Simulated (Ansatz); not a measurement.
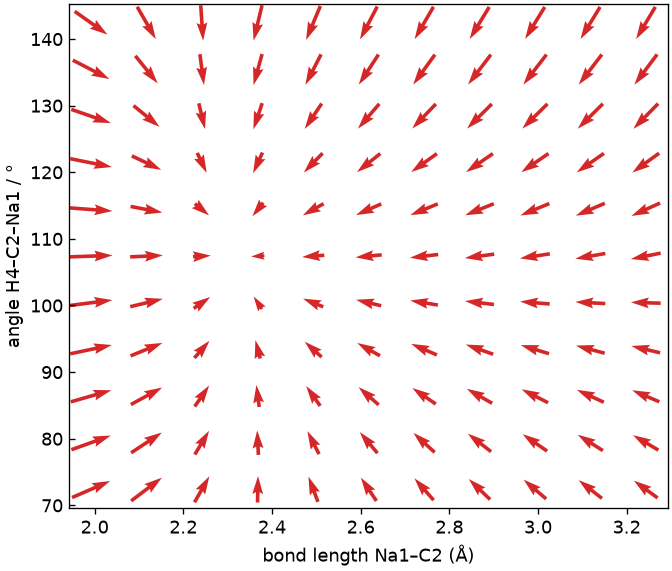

C2H5Na, SMILES C[CH2][Na]. First axis: bond length Na1–C2. Second axis: angle H4–C2–Na1. Nothing is relaxed (all other coordinates rigid). Grid: 11 × 11 points. Points are written as (first, second). The calculation used RKS wB97X-V/def2-TZVP (Ansatz).

Drawn: arrows along the force (downhill), their lengths compressed.

Q: The arrows alone are given. Where is the energy lowest?

A: The arrows converge at about (2.317 Å, 107°) (read from the interpolated surface).

The energy map of the same scan:

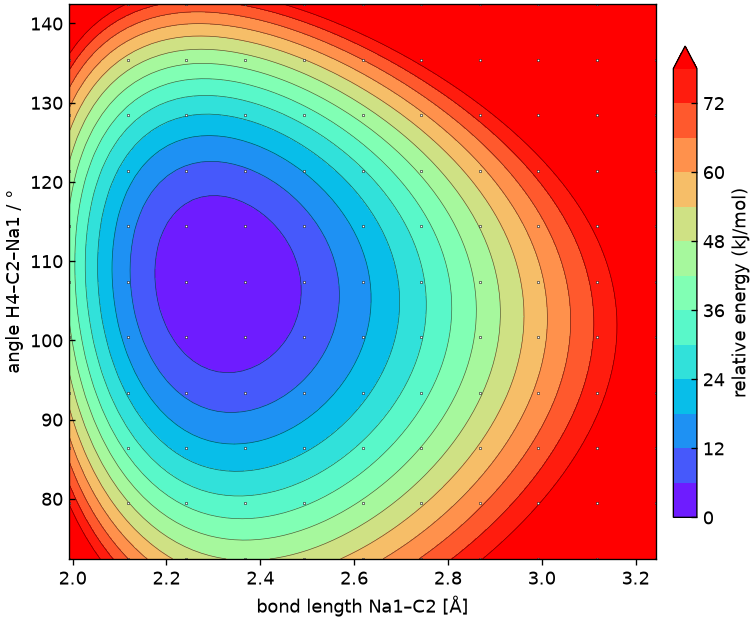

Energies are in kJ/mol, from the relaxed molecule at the same level; between grid points the surface is interpolated.
